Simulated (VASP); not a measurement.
# ZrC: cell size against the level of theory, part 2 of 3

Which functional gives the lattice of ZrC as experiment finds it, and is a dearer one worth its cost? The start is a cell from a database of measured crystal structures.

VASP 6.6.1, plane waves and PAW; the level of theory is named at each step.

Still holding for the runs below: The k-mesh is coarse for a metal.

So far. Step 2 (Relaxation with LDA): It ends with forces that vanish by symmetry and a pressure of -0.06 GPa. The volume lies -2.2 % from that of the database's start, which holds the thermal and zero-point expansion of its experiment. The conventional cell has a = 4.648 Å.

The database entry behind the starting cell differs from later determinations by our own check (0.1 to 0.3 % short, probably kX units), so it need not match the best structure at ambient conditions.

### Step 3. Relaxation with PBEsol

This step: PBEsol; plane waves and PAW (Zr_sv, C) (VASP 6.6.1).

PBEsol restores the gradient expansion of exchange and is tuned for the cells of solids.

The input, INCAR:

```
SYSTEM = ZrC
PREC = Accurate
ENCUT = 560
EDIFF = 1E-06
NELM = 100
ISMEAR = -1
SIGMA = 0.05
LREAL = .FALSE.
ALGO = Normal
GGA = PS
NBANDS = 14
LORBIT = 11
LWAVE = .FALSE.
LCHARG = .FALSE.
KPAR = 2
IBRION = 2
NSW = 60
ISIF = 3
EDIFFG = -0.01
```

The input, POSCAR:

```
ZrC
1.0
    0.0000000000      2.3414000000      2.3414000000
    2.3414000000      0.0000000000      2.3414000000
    2.3414000000      2.3414000000      0.0000000000
Zr C
1 1
Direct
    0.0000000000      0.0000000000      0.0000000000
    0.5000000000      0.5000000000      0.5000000000
```

The input, KPOINTS:

```
Automatic mesh
0
Gamma
8 8 8
0 0 0
```

Potentials, in the order of the species: Zr_sv and C (PBE family, release 64).

The run is started by

```console
> mpirun -np 2 vasp_std
```

Numbers of over 12 decimals in the logs are rounded to 6 here.

Log:

```text
[banner, memory and clock lines left out]
running    2 mpi-ranks, on    1 nodes
 distrk:  each k-point on    1 cores,    2 groups
 distr:  one band on    1 cores,    1 groups

 POSCAR found type information on POSCAR ZrC
 POSCAR found :  2 types and       2 ions
 [... a notice as in an earlier step ...]

 LDA part: xc-table for (Slater+PW92), standard interpolation
 POSCAR, INCAR and KPOINTS ok, starting setup
 FFT: planning ... GRIDC
 FFT: planning ... GRID_SOFT
 FFT: planning ... GRID
 WAVECAR not read
 entering main loop
       N       E                     dE             d eps       ncg     rms          rms(c)
DAV:   1     0.105356975043E+03    0.10536E+03   -0.90548E+03   820   0.121E+03
DAV:   2    -0.189674099392E+02   -0.12432E+03   -0.11642E+03  1010   0.309E+02
DAV:   3    -0.236918854240E+02   -0.47245E+01   -0.46794E+01  1192   0.525E+01
DAV:   4    -0.237874756991E+02   -0.95590E-01   -0.95547E-01  1014   0.705E+00
DAV:   5    -0.237888233279E+02   -0.13476E-02   -0.13474E-02  1166   0.697E-01    0.213E+01
DAV:   6    -0.207107255143E+02    0.30781E+01   -0.70861E+00   952   0.233E+01    0.791E+00
DAV:   7    -0.205949166842E+02    0.11581E+00   -0.44977E-01   924   0.574E+00    0.653E+00
DAV:   8    -0.205925643380E+02    0.23523E-02   -0.26500E-01   950   0.405E+00    0.393E+00
DAV:   9    -0.205704103817E+02    0.22154E-01   -0.62897E-02   914   0.178E+00    0.381E-01
DAV:  10    -0.205708667048E+02   -0.45632E-03   -0.20876E-03  1124   0.481E-01    0.456E-01
DAV:  11    -0.205705973676E+02    0.26934E-03   -0.89607E-04   926   0.242E-01    0.497E-02
DAV:  12    -0.205705939766E+02    0.33910E-05   -0.17890E-05  1036   0.308E-02    0.936E-03
DAV:  13    -0.205705935563E+02    0.42025E-06   -0.86545E-07   656   0.718E-03
   1 F= -.20570594E+02 E0= -.20569160E+02  d E =-.205706E+02
 curvature:   0.00 expect dE= 0.000E+00 dE for cont linesearch  0.000E+00
 trial: gam= 0.00000 g(F)=  0.861E-60 g(S)=  0.567E-02 ort = 0.000E+00 (trialstep = 0.100E+01)
 search vector abs. value=  0.567E-02
 bond charge predicted
       N       E                     dE             d eps       ncg     rms          rms(c)
DAV:   1    -0.206086971166E+02   -0.38103E-01   -0.13166E+00   908   0.118E+01    0.271E+00
DAV:   2    -0.205733983734E+02    0.35299E-01   -0.78576E-02   926   0.321E+00    0.760E-01
DAV:   3    -0.205668501379E+02    0.65482E-02   -0.35817E-02  1204   0.139E+00    0.251E-01
DAV:   4    -0.205677093321E+02   -0.85919E-03   -0.11398E-03  1324   0.241E-01    0.213E-01
DAV:   5    -0.205685183503E+02   -0.80902E-03   -0.78491E-04  1292   0.164E-01    0.219E-02
DAV:   6    -0.205685638218E+02   -0.45471E-04   -0.12084E-04  1362   0.803E-02    0.172E-02
DAV:   7    -0.205685678268E+02   -0.40049E-05   -0.48177E-06   866   0.260E-02    0.329E-03
DAV:   8    -0.205685678737E+02   -0.46919E-07   -0.12604E-07   562   0.371E-03
   2 F= -.20568568E+02 E0= -.20567140E+02  d E =0.202568E-02
 trial-energy change:    0.002026  1 .order    0.002072   -0.005666    0.009809
 step:   0.3703(harm=  0.3661)  dis= 0.00000  next Energy=   -20.571645 (dE=-0.105E-02)
 bond charge predicted
       N       E                     dE             d eps       ncg     rms          rms(c)
DAV:   1    -0.205873117545E+02   -0.18744E-01   -0.51912E-01   890   0.746E+00    0.169E+00
DAV:   2    -0.205737051409E+02    0.13607E-01   -0.33473E-02   944   0.209E+00    0.480E-01
DAV:   3    -0.205710263481E+02    0.26788E-02   -0.13261E-02  1204   0.848E-01    0.139E-01
DAV:   4    -0.205713400109E+02   -0.31366E-03   -0.54157E-04  1320   0.168E-01    0.135E-01
DAV:   5    -0.205716198140E+02   -0.27980E-03   -0.20992E-04  1324   0.895E-02    0.204E-02
DAV:   6    -0.205716521990E+02   -0.32385E-04   -0.87808E-05  1350   0.610E-02    0.114E-02
DAV:   7    -0.205716522563E+02   -0.57328E-07   -0.18956E-06   808   0.155E-02
   3 F= -.20571652E+02 E0= -.20570221E+02  d E =-.105870E-02
 curvature:  -0.18 expect dE=-0.462E-10 dE for cont linesearch -0.462E-10
 trial: gam= 0.00000 g(F)=  0.137E-60 g(S)=  0.252E-09 ort =-0.120E-05 (trialstep = 0.874E+00)
 search vector abs. value=  0.352E-09
 reached required accuracy - stopping structural energy minimisation
```

The job ended after 21 s (2 MPI ranks of AMD EPYC 7R43, shared host; peak memory 0.27 GiB; 40 s of CPU time).

OUTCAR, selected parts (step 3):

```text
The static configuration has the point symmetry O_h .

 Found     29 irreducible k-points:

   NELECT =      16.0000    total number of electrons

 E-fermi :   9.6644

 k-point     1 :       0.0000    0.0000    0.0000
  band No.  band energies     occupation
      1     -38.1928      2.00000
      2     -15.9211      2.00000
      3     -15.9211      2.00000
      4     -15.9211      2.00000
      5      -1.6352      2.00000
      6      10.6688      0.00000
      7      10.6688      0.00000
      8      10.6688      0.00000
      9      10.7712      0.00000
     10      10.7712      0.00000
    ...

 k-point     2 :       0.1250    0.0000    0.0000
  band No.  band energies     occupation
    ...
      4     -15.9338      2.00000
      5      -1.2725      2.00000
      6       8.9256      2.00000
      7       9.3065      1.99845
      8       9.3065      1.99845
      9      11.2928      0.00000
     10      11.2928      0.00000
     11      11.7788      0.00000
     12      14.1633      0.00000
     13      14.1633      0.00000
    ...

  Total        0.0000590      0.0000590      0.0000590      0.0000000     -0.0000000     -0.0000000
  in kB        0.0037116      0.0037116      0.0037116      0.0000000     -0.0000000     -0.0000000
  external PRESSURE =       0.0037116 kB  Pullay stress =       0.0000000 kB

  energy-cutoff  :      560.00
  volume of cell :       25.48
      direct lattice vectors                 reciprocal lattice vectors
     0.000000000  2.335548237  2.335548237    -0.214082498  0.214082498  0.214082498
     2.335548237  0.000000000  2.335548237     0.214082498 -0.214082498  0.214082498
     2.335548237  2.335548237 -0.000000000     0.214082498  0.214082498 -0.214082498

 POSITION                                       TOTAL-FORCE (eV/Angst)
 -----------------------------------------------------------------------------------
      0.00000      0.00000      0.00000        -0.000000     -0.000000     -0.000000
      2.33555      2.33555      2.33555         0.000000      0.000000      0.000000
 -----------------------------------------------------------------------------------
    total drift:                                0.000000      0.000000      0.000000

  FREE ENERGIE OF THE ION-ELECTRON SYSTEM (eV)
  ---------------------------------------------------
  free  energy   TOTEN  =       -20.5716522563 eV

  energy  without entropy=      -20.5687894185  energy(sigma->0) =      -20.57022084

 total charge
# of ion       s       p       d       tot
------------------------------------------
    1        2.180   6.045   1.665   9.891
    2        0.881   1.472   0.000   2.353
--------------------------------------------------
tot          3.061   7.517   1.665  12.244

[... 8 parts as in an earlier step ...]

[... 5 further parts left out ...]
```

CONTCAR:

```
ZrC
   1.00000000000000
     0.0000000000000000    2.3355482371851823    2.3355482371851823
     2.3355482371851823    0.0000000000000000    2.3355482371851823
     2.3355482371851823    2.3355482371851823   -0.0000000000000000
  Zr              C
     1     1
Direct
     0.0000000000000000    0.0000000000000000    0.0000000000000000
     0.5000000000000000    0.5000000000000000    0.5000000000000000
```

The PAW data sets were made with PBE, which is usual practice but a small mismatch for other functionals.

The steps of the relaxation:

```
step  energy less that of the first step (eV)  largest force (eV/Å)  pressure (GPa)  volume (Å³)
   1                                   0.0000                0.0000           -1.75        25.67
   2                                   0.0020                0.0000            3.09        25.16
   3                                  -0.0011                0.0000            0.00        25.48
```

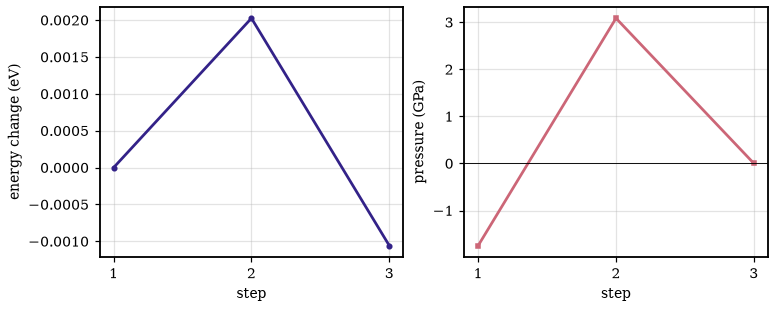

Energy and pressure along the relaxation.

```csv
"conventional cell, symmetrised",before,after,change
a (Å),4.683,4.671,-0.2 %
b (Å),4.683,4.671,-0.2 %
c (Å),4.683,4.671,-0.2 %
volume (Å³/atom),12.84,12.74,-0.7 %
```

The relaxed structure:

```xyz
2
Lattice="0.0000 2.3355 2.3355 2.3355 0.0000 2.3355 2.3355 2.3355 0.0000" Properties=species:S:1:pos:R:3 pbc="T T T"
Zr    0.0000    0.0000    0.0000
C     2.3355    2.3355    2.3355
```

Numbers from this step:

| Quantity | Value |
| --- | --- |
| free energy (TOTEN) | -20.57 eV |
| energy at zero smearing | -20.57 eV |
| Fermi energy | 9.664 eV |
| pressure | 3.71e-4 GPa |
| SCF cycles over all ionic steps | 28 |

It ends at 12.74 Å³/atom, -0.7 % from the start, with 0.00 GPa left. The conventional cell has a = 4.671 Å.

### Step 4. Relaxation with PBE

This step: PBE; plane waves and PAW (Zr_sv, C) (VASP 6.6.1).

PBE, the usual starting point, adds the gradient of the density.

Changes to INCAR since step 3:

```diff
@@ -9,3 +9,3 @@
 ALGO = Normal
-GGA = PS
+GGA = PE
 NBANDS = 14
```

POSCAR is that of step 3.

KPOINTS is that of step 3.

The run is started by

```console
> mpirun -np 2 vasp_std
```

Log:

```text
[banner, memory and clock lines left out]
running    2 mpi-ranks, on    1 nodes
[...]
LDA part: xc-table for (Slater+PW92), standard interpolation
 POSCAR, INCAR and KPOINTS ok, starting setup
[...]
entering main loop
       N       E                     dE             d eps       ncg     rms          rms(c)
DAV:   1     0.106927590054E+03    0.10693E+03   -0.90680E+03   820   0.121E+03
DAV:   2    -0.180496225753E+02   -0.12498E+03   -0.11698E+03  1016   0.309E+02
DAV:   3    -0.228052469448E+02   -0.47556E+01   -0.47109E+01  1172   0.528E+01
DAV:   4    -0.229068905460E+02   -0.10164E+00   -0.10160E+00  1016   0.728E+00
[...]
DAV:  12    -0.194546942503E+02    0.40112E-05   -0.17266E-05   970   0.319E-02    0.135E-02
DAV:  13    -0.194546931075E+02    0.11428E-05   -0.14461E-06   832   0.861E-03    0.266E-03
DAV:  14    -0.194546930701E+02    0.37474E-07   -0.71205E-08   484   0.223E-03
   1 F= -.19454693E+02 E0= -.19453264E+02  d E =-.194547E+02
[...]
DAV:   9    -0.194457009604E+02    0.23489E-06   -0.13270E-07   478   0.328E-03
   2 F= -.19445701E+02 E0= -.19444243E+02  d E =0.899211E-02
 trial-energy change:    0.008992  1 .order    0.008405   -0.029738    0.046547
 step:   0.3790(harm=  0.3898)  dis= 0.00000  next Energy=   -19.460296 (dE=-0.560E-02)
[...]
N       E                     dE             d eps       ncg     rms          rms(c)
DAV:   1    -0.195399878155E+02   -0.94287E-01   -0.25982E+00   902   0.164E+01    0.354E+00
DAV:   2    -0.194698421574E+02    0.70146E-01   -0.14848E-01   932   0.440E+00    0.100E+00
DAV:   3    -0.194569650504E+02    0.12877E-01   -0.68669E-02  1208   0.190E+00    0.323E-01
DAV:   4    -0.194585616796E+02   -0.15966E-02   -0.25284E-03  1352   0.359E-01    0.302E-01
DAV:   5    -0.194600795384E+02   -0.15179E-02   -0.12045E-03  1312   0.202E-01    0.351E-02
DAV:   6    -0.194602182706E+02   -0.13873E-03   -0.35141E-04  1374   0.127E-01    0.250E-02
DAV:   7    -0.194602258635E+02   -0.75929E-05   -0.99696E-06   848   0.364E-02    0.408E-03
DAV:   8    -0.194602263336E+02   -0.47006E-06   -0.25656E-07   586   0.548E-03
   3 F= -.19460226E+02 E0= -.19458788E+02  d E =-.553326E-02
[...]
reached required accuracy - stopping structural energy minimisation
```

It took 21 s on 2 MPI ranks; peak memory 0.26 GiB.

Parts of OUTCAR (step 4):

```text
  Total       -0.0053130     -0.0053130     -0.0053130      0.0000000      0.0000000      0.0000000
  in kB       -0.3258202     -0.3258202     -0.3258202      0.0000000      0.0000000      0.0000000
  external PRESSURE =      -0.3258202 kB  Pullay stress =       0.0000000 kB

 POSITION                                       TOTAL-FORCE (eV/Angst)
 -----------------------------------------------------------------------------------
      0.00000      0.00000      0.00000         0.000000     -0.000000      0.000000
      2.35512      2.35512      2.35512         0.000000      0.000000     -0.000000
 -----------------------------------------------------------------------------------
    total drift:                                0.000000      0.000000      0.000000

  FREE ENERGIE OF THE ION-ELECTRON SYSTEM (eV)
  ---------------------------------------------------
  free  energy   TOTEN  =       -19.4602263336 eV

  energy  without entropy=      -19.4573490586  energy(sigma->0) =      -19.45878770

[... 2 parts as in an earlier step ...]

[... 2 further parts left out ...]
[key lines of the parts left out:]
E-fermi :   9.4960
```

Relaxation path:

```csv
step,energy less that of the first step (eV),largest force (eV/Å),pressure (GPa),volume (Å³)
1,0.0000,0.0000,4.00,25.67
2,0.0090,0.0000,-5.98,26.88
3,-0.0055,0.0000,-0.03,26.13
```

```
conventional cell, symmetrised  before  after  change
                         a (Å)   4.683  4.710  +0.6 %
                         b (Å)   4.683  4.710  +0.6 %
                         c (Å)   4.683  4.710  +0.6 %
              volume (Å³/atom)   12.84  13.06  +1.8 %
```

Final coordinates:

```
Zr C
1.0
     0.00000    2.35512    2.35512
     2.35512    0.00000    2.35512
     2.35512    2.35512    0.00000
Zr C
1 1
Direct
  0.00000 0.00000 0.00000
  0.50000 0.50000 0.50000
```

It ends at 13.06 Å³/atom, +1.8 % from the start, with -0.03 GPa left. The conventional cell has a = 4.710 Å.

### Step 5. Relaxation with r2SCAN

This step: r2SCAN; plane waves and PAW (Zr_sv, C) (VASP 6.6.1).

r2SCAN adds the kinetic-energy density, costs more than a GGA and is run with LASPH.

Changes to INCAR since step 4:

```diff
@@ -9,3 +9,4 @@
 ALGO = Normal
-GGA = PE
+METAGGA = R2SCAN
+LASPH = .TRUE.
 NBANDS = 14
```

POSCAR is that of step 4.

KPOINTS is that of step 4.

The run is started by

```console
> mpirun -np 2 vasp_std
```

Log:

```text
[banner, memory and clock lines left out]
running    2 mpi-ranks, on    1 nodes
[...]
[... a notice as in an earlier step ...]

 LDA part: xc-table for (None), standard interpolation
 POSCAR, INCAR and KPOINTS ok, starting setup
[...]
entering main loop
       N       E                     dE             d eps       ncg     rms          rms(c)
DAV:   1     0.892843558191E+02    0.89284E+02   -0.92624E+03   820   0.124E+03
DAV:   2    -0.388954201903E+02   -0.12818E+03   -0.12004E+03  1016   0.319E+02
DAV:   3    -0.442248713639E+02   -0.53295E+01   -0.52665E+01  1268   0.550E+01
DAV:   4    -0.443316228430E+02   -0.10675E+00   -0.10648E+00   954   0.746E+00
[...]
DAV:  11    -0.347156524807E+02   -0.47271E-04   -0.26249E-04  1150   0.154E-01    0.398E-02
DAV:  12    -0.347156435820E+02    0.88987E-05   -0.11908E-05   950   0.410E-02    0.237E-02
DAV:  13    -0.347156429753E+02    0.60663E-06   -0.45722E-06   992   0.223E-02
   1 F= -.34715643E+02 E0= -.34714274E+02  d E =-.347156E+02
[...]
2 F= -.34702668E+02 E0= -.34701303E+02  d E =0.129748E-01
 trial-energy change:    0.012975  1 .order    0.012168   -0.037680    0.062016
 step:   0.3667(harm=  0.3780)  dis= 0.00000  next Energy=   -34.722511 (dE=-0.687E-02)
[...]
N       E                     dE             d eps       ncg     rms          rms(c)
DAV:   1    -0.348053169663E+02   -0.10265E+00   -0.32892E+00   896   0.191E+01    0.371E+00
DAV:   2    -0.347353887426E+02    0.69928E-01   -0.19928E-01   932   0.514E+00    0.111E+00
DAV:   3    -0.347196294646E+02    0.15759E-01   -0.76156E-02  1144   0.226E+00    0.449E-01
DAV:   4    -0.347212219904E+02   -0.15925E-02   -0.17822E-03  1054   0.390E-01    0.183E-01
DAV:   5    -0.347219966091E+02   -0.77462E-03   -0.13523E-03  1276   0.234E-01    0.153E-01
DAV:   6    -0.347224273240E+02   -0.43071E-03   -0.50036E-04  1242   0.126E-01    0.233E-02
DAV:   7    -0.347224253095E+02    0.20145E-05   -0.13807E-05   966   0.353E-02    0.103E-02
DAV:   8    -0.347224263356E+02   -0.10261E-05   -0.11157E-06   608   0.126E-02    0.210E-03
DAV:   9    -0.347224258311E+02    0.50453E-06   -0.19008E-07   454   0.493E-03
   3 F= -.34722426E+02 E0= -.34721049E+02  d E =-.678286E-02
[...]
reached required accuracy - stopping structural energy minimisation
```

Wall time 1.7 min (2 MPI ranks); peak memory 0.28 GiB; 3.4 min of CPU time.

From OUTCAR (step 5):

```text
  Total       -0.0040189     -0.0040189     -0.0040189      0.0000000     -0.0000000      0.0000000
  in kB       -0.2460768     -0.2460768     -0.2460768      0.0000000     -0.0000000      0.0000000
  external PRESSURE =      -0.2460768 kB  Pullay stress =       0.0000000 kB

 POSITION                                       TOTAL-FORCE (eV/Angst)
 -----------------------------------------------------------------------------------
      0.00000      0.00000      0.00000        -0.000000     -0.000000      0.000000
      2.35634      2.35634      2.35634         0.000000      0.000000     -0.000000
 -----------------------------------------------------------------------------------
    total drift:                                0.000000      0.000000      0.000000

  FREE ENERGIE OF THE ION-ELECTRON SYSTEM (eV)
  ---------------------------------------------------
  free  energy   TOTEN  =       -34.7224258311 eV

  energy  without entropy=      -34.7196725265  energy(sigma->0) =      -34.72104918

[... 2 parts as in an earlier step ...]

[... 2 further parts left out ...]
[key lines of the parts left out:]
E-fermi :   9.5003
```

Step by step:

```
step  energy less that of the first step (eV)  largest force (eV/Å)  pressure (GPa)  volume (Å³)
   1                                   0.0000                0.0000            4.50        25.67
   2                                   0.0130                0.0000           -7.04        27.04
   3                                  -0.0068                0.0000           -0.02        26.17
```

```
conventional cell, symmetrised  before  after  change
                         a (Å)   4.683  4.713  +0.6 %
                         b (Å)   4.683  4.713  +0.6 %
                         c (Å)   4.683  4.713  +0.6 %
              volume (Å³/atom)   12.84  13.08  +1.9 %
```

The relaxed structure:

```
Zr C
1.0
     0.00000    2.35634    2.35634
     2.35634    0.00000    2.35634
     2.35634    2.35634    0.00000
Zr C
1 1
Direct
  0.00000 0.00000 0.00000
  0.50000 0.50000 0.50000
```

It ends at 13.08 Å³/atom, +1.9 % from the start, with -0.02 GPa left. The conventional cell has a = 4.713 Å.

(Continued in part 3 of 3.)

[Lines on the potential files, build, host, timing and source positions are cut from VASP's logs without a mark.]

[Logs are printed without paths, hosts, clocks, repeated set-up lines and the standing remarks that a program may print on its own settings, such as how far it seeks lower states.]

[Hosts, paths, dates, database ids (printed as entryN), source tags and the programs' standing remarks are cut or masked in the printed files.]

[Measured values are set beside computed ones only where the two were judged alike; some that the calculation misses by far are left out.]
